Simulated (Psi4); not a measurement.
**SnN2H6 (SMILES [NH2][SnH2][NH2]): methods side by side**

SnN2H6 has 9 atoms, charge 0, and is taken as a singlet. SMILES: `[NH2][SnH2][NH2]`. Geometry: optimised at PBE0/def2-TZVP. This is one conformer, not always the lowest.

```xyz
9

N    -1.4937    0.3624    0.0274
Sn    0.5145    0.5549   -0.0947
N     1.1410   -1.2085    0.6690
H    -2.0152    1.0732   -0.4682
H    -1.8433    0.3189    0.9756
H     1.2335    1.7521    0.8999
H     0.8354    0.8294   -1.7563
H     0.8893   -2.0094    0.1046
H     2.1334   -1.2559    0.8578
```

Quantity: the dipole moment, in D. The values are calculated.

```tsv
level	kind	program	value (D)
PBE-D4/def2-TZVPP (density fitting, core potential)	GGA	Psi4	0.77
r2SCAN-D4/def2-TZVPP (density fitting, core potential)	meta-GGA	Psi4	0.86
B3LYP-D4/def2-TZVPP (density fitting, core potential)	global hybrid	Psi4	0.93
PBE0-D4/def2-TZVPP (density fitting, core potential)	global hybrid	Psi4	0.94
wB97M-V/def2-TZVPP (density fitting, core potential)	range-separated hybrid	Psi4	1.03
```

The values span 0.77 to 1.03 D. Magnitudes only.

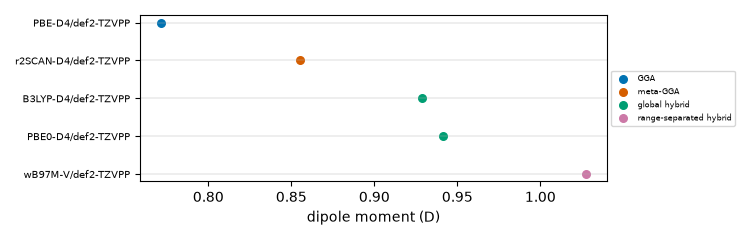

The values of the table, level by level.
